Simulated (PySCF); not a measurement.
# Ge2H6O2 (SMILES [OH][GeH2][GeH2][OH]) at CAM-B3LYP/6-31G(d) (spherical functions)

Aim: the vertical ionisation energy of Ge2H6O2 at CAM-B3LYP/6-31G* (spherical functions), from 2 runs. The job is set up through a Python script.

The results are computed with PySCF 2.14.0.

4 further runs of the same task are left out: 4 set aside as unsound or not needed.

**1. Starting point**

The species is Ge2H6O2 (10 atoms), meant as a singlet with charge 0. As SMILES, `[OH][GeH2][GeH2][OH]`. The coordinates come from a PBE0-D4/def2-TZVP relaxation. This is one conformer, not always the lowest.

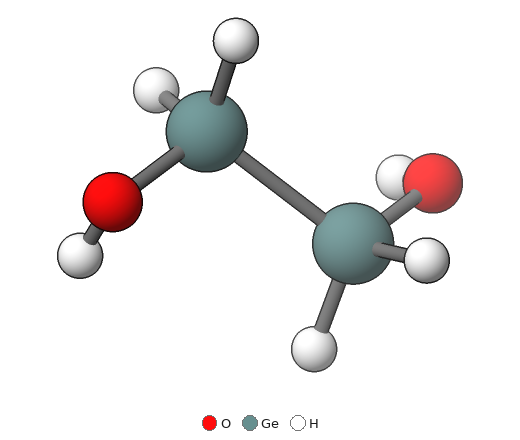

The structure, seen from a chosen angle (oxygen red, germanium teal, hydrogen white).

**2. The energy at CAM-B3LYP/6-31G(d) (spherical functions)**

The input, input.py:

```python
from pyscf import gto, dft

molecule = gto.M(
    atom='''
O     -0.584492     4.639278    -0.012094
Ge     1.135158     1.859679     0.863038
Ge    -1.363437    -1.901820    -0.102423
O      0.582981    -4.661387     0.109226
H     -0.803134     4.784976    -1.806389
H      1.625164     2.208145     3.699706
H      3.672683     1.788437    -0.588272
H     -3.478041    -2.391826     1.819995
H     -2.485746    -1.706801    -2.795283
H      1.855522    -4.715056    -1.181835
''',
    basis='6-31g*',
    max_memory=1860,
    verbose=3,
    unit='bohr',
)

ks = dft.RKS(molecule)
ks.xc = 'cam-b3lyp'
ks.grids.level = 5
ks.conv_tol = 1e-10
ks.kernel()
if not ks.converged:
    ks = ks.newton().run(ks.mo_coeff, ks.mo_occ)

e_final = ks.e_tot
print('E(%s) = %.9f' % ('CAM-B3LYP', e_final))
```

On the command line:

```
OMP_NUM_THREADS=1 python input.py
```

The log of the run:

```text
converged SCF energy = -4307.68996332381
E(CAM-B3LYP) = -4307.689963324
```

Wall time 71 s (1 thread of Arm Neoverse V1, shared host); peak memory 0.57 GiB.

**3. The doublet cation**

The input, geometry.xyz:

```xyz
10

O     -0.309300     2.455000    -0.006400
Ge     0.600700     0.984100     0.456700
Ge    -0.721500    -1.006400    -0.054200
O      0.308500    -2.466700     0.057800
H     -0.425000     2.532100    -0.955900
H      0.860000     1.168500     1.957800
H      1.943500     0.946400    -0.311300
H     -1.840500    -1.265700     0.963100
H     -1.315400    -0.903200    -1.479200
H      0.981900    -2.495100    -0.625400
```

The input, calc.py:

```python
from pyscf import gto, dft

mol = gto.Mole()
mol.atom = 'geometry.xyz'
mol.basis = '6-31g*'
mol.charge = 1
mol.verbose = 3
mol.spin = 1
mol.max_memory = 1860
mol.build()

mf = dft.UKS(mol)
mf.xc = 'cam-b3lyp'
mf.conv_tol = 1e-10
mf.grids.level = 5
mf.kernel()
if not mf.converged:
    mf = mf.newton().run(mf.mo_coeff, mf.mo_occ)

e_tot = mf.e_tot
print(f'total energy: {e_tot:.8f} hartree')
```

On the command line:

```
OMP_NUM_THREADS=1 python calc.py
```

The log of the run:

```text
WARN: HOMO -0.288396689247931 >= LUMO -0.288396689247927

converged SCF energy = -4307.34312010934  <S^2> = 0.76201046  2S+1 = 2.0119746
total energy: -4307.34312011 hartree
```

Run time: 2.5 min. Hardware: 1 thread of Arm Neoverse V1, shared host; peak memory 0.6 GiB.

**4. Outcome**

Level: CAM-B3LYP/6-31G* (spherical functions).

```
                                          quantity           value
                     singlet Ge2H6O2: total energy  -4307.68996 Eh
                    singlet Ge2H6O2: dipole moment          2.36 D
                      singlet Ge2H6O2: HOMO energy        -8.50 eV
                      singlet Ge2H6O2: LUMO energy         0.40 eV
                    singlet Ge2H6O2: HOMO–LUMO gap         8.90 eV
                      doublet cation: total energy  -4307.34312 Eh
doublet cation: HOMO energy (highest over α and β)       -15.15 eV
 doublet cation: LUMO energy (lowest over α and β)       -10.38 eV
                              doublet cation: ⟨S²⟩           0.762
vertical ionisation energy (to the doublet cation)        9.438 eV
```

In words: Removing an electron at fixed nuclei costs 9.44 eV (218 kcal/mol). −ε(HOMO) before ionisation, 8.50 eV, is 0.94 eV below this ionisation energy. Mulliken charges (doublet cation) run from -0.55 on O1 to +0.47 on H5; they depend strongly on the basis.
